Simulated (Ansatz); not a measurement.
# SnF2 (SMILES [F][Sn][F]) at B2PLYP/STO-3G

What is the electronic atomisation energy of SnF2 at B2PLYP/STO-3G? 

The results are computed with Ansatz 0.2.0.

54 further runs of the same task are left out: 21 that didn't finish, 33 set aside as unsound or not needed.

### 1 The system as given

SnF2: 3 atoms, total charge 0, spin state singlet. SMILES: `[F][Sn][F]`. Geometry: a GFN2-xTB relaxation, a rough one for these elements and not checked as a minimum.

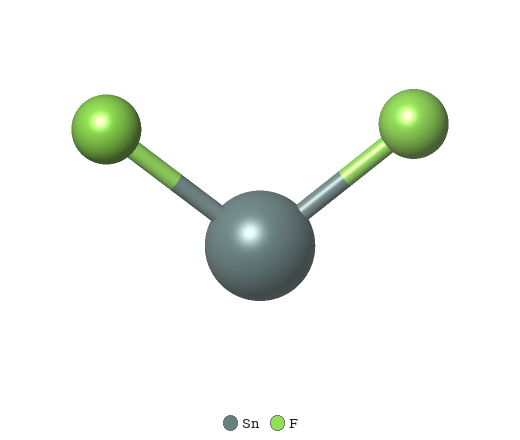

Viewed from a chosen angle; tin teal, fluorine green.

### 2 A single-point energy at B2PLYP/STO-3G

Input file job.yaml:

```yaml
crystal:
  periodic: [false, false, false]
  atoms:
    - {symbol: Sn, position_ang: [0.005290, -0.007560, -0.865150]}
    - {symbol: F, position_ang: [1.618310, -0.021230, 0.443060]}
    - {symbol: F, position_ang: [-1.623610, 0.028790, 0.422090]}
basis:
  gaussian: {orbitals: STO-3G}
magnetization: {spin_polarized: false, initial_magnetization: 0}
hamiltonian: {xc: {name: B2PLYP}}
correlation: {frozen_orbitals: {F: 1, Sn: 18}}
accuracy: high
```

Launch:

```
$ ansatz run job.yaml --threads 1 --pin off --max-ram 2610MiB --events-out events.jsonl --progress --plain --runs-dir runs
```

Output:

```text
Warning: RAYON_NUM_THREADS=1 ignored (pool sized by the plan → 1); use --threads N
Functional definition: B2PLYP
  name "B2PLYP"
  parameter a = 0.53
  parameter c = 0.27
  exchange = (1 - a)*b88_x + a*exact_x
  correlation = (1 - c)*lyp_c + c*(mp2_os + mp2_ss)
675 factors; integrals over basis functions are off by at most 4.9e-9 eV
mean field evaluation 1: about -167654.4687 eV, gradient 2.5e1 eV
mean field evaluation 2: about -167654.5046 eV, gradient 2.5e1 eV
mean field evaluation 4: about -167658.6518 eV, gradient 2.6e0 eV
mean field evaluation 8: about -167658.6993 eV, gradient 8.1e-2 eV
mean field evaluation 16: about -167658.6993 eV, gradient 4.0e-7 eV
mean field -167658.69932930 eV, -6161.3435572037 hartree, gradient 9.5e-8 eV, S^2 0.000000; 0 other end points of the search recorded, 0 dependent functions left out
20 core orbitals not correlated: weight in the atoms' cores, before any rotation towards them, 1.000 or more for the frozen orbitals, at most 0.000 for the correlated occupied ones
reference -167658.69934367 eV, -6161.3435577317 hartree; 14, 14 occupied and 3, 3 virtual orbitals, 675 factors
second order -3.98039431 eV of doubles, -0.00000000 eV of singles
Total energy: -167659.77405013 eV, -6161.3830524657 hartree
```

It took 2.9 s on 1 thread of Arm Neoverse V1, shared host; peak memory 0.12 GiB.

### 3 The F atom at the same level

Input file in.yaml:

```yaml
crystal:
  periodic: [false, false, false]
  atoms:
    - {symbol: F, position_ang: [0.000000, 0.000000, 0.000000]}
basis:
  gaussian:
    orbitals: STO-3G
magnetization:
  spin_polarized: true
  initial_magnetization: 1
hamiltonian:
  xc: {name: B2PLYP}
correlation:
  frozen_orbitals: {F: 1}
accuracy: high
```

Run the same way, it converges to -98.18742 Eh (log not shown).

### 4 The Sn atom at the same level

Input file job.yaml:

```yaml
crystal:
  periodic: [false, false, false]
  atoms:
    - {symbol: Sn, position_ang: [0.000000, 0.000000, 0.000000]}
basis:
  gaussian:
    orbitals: STO-3G
magnetization:
  spin_polarized: true
  initial_magnetization: 2
hamiltonian:
  xc: {name: B2PLYP}
correlation:
  frozen_orbitals: {Sn: 18}
accuracy: high
```

Launch:

```
$ ansatz run job.yaml --threads 1 --pin off --max-ram 2610MiB --events-out events.jsonl --progress --plain --runs-dir runs
```

Output, shortened:

```text
Warning: RAYON_NUM_THREADS=1 ignored (pool sized by the plan → 1); use --threads N
[... 6 set-up lines as earlier in the session ...]
251 factors; integrals over basis functions are off by at most 4.4e-9 eV
mean field evaluation 1: about -162308.2963 eV, gradient 3.3e-1 eV
mean field evaluation 2: about -162308.3010 eV, gradient 3.3e-1 eV
mean field evaluation 4: about -162308.3013 eV, gradient 3.2e-4 eV
mean field evaluation 8: about -162308.3013 eV, gradient 1.0e-7 eV
mean field -162308.30130434 eV, -5964.7200564166 hartree, gradient 2.2e-10 eV, S^2 2.000001; 0 other end points of the search recorded, 0 dependent functions left out
18 core orbitals not correlated: weight in the atoms' cores, before any rotation towards them, 1.000 or more for the frozen orbitals, at most 0.000 for the correlated occupied ones
reference -162308.30131817 eV, -5964.7200569247 hartree; 8, 6 occupied and 1, 3 virtual orbitals, 251 factors
second order -0.27814668 eV of doubles, 0.00000000 eV of singles
Total energy: -162308.37641777 eV, -5964.7228167842 hartree
```

Wall time 1.3 s (1 thread of Arm Neoverse V1, shared host); peak memory 0.1 GiB.

### 5 Outcome

At B2PLYP/STO-3G, 20 core orbitals frozen:

```
                     quantity           value
       molecule: total energy  -6161.38305 Eh
         F atom: total energy    -98.18742 Eh
                 F atom: ⟨S²⟩           0.750
        Sn atom: total energy  -5964.72282 Eh
                Sn atom: ⟨S²⟩           2.000
electronic atomisation energy        7.766 eV
```

In words: Taking the molecule apart into free atoms costs 7.77 eV (749 kJ/mol), before zero-point energy and without spin-orbit coupling. In a minimal basis such a difference can be off by several eV, whatever the method. Relativity is left out (molecule) although the molecule holds a heavy atom. Relativity is left out (Sn atom) although the molecule holds a heavy atom.
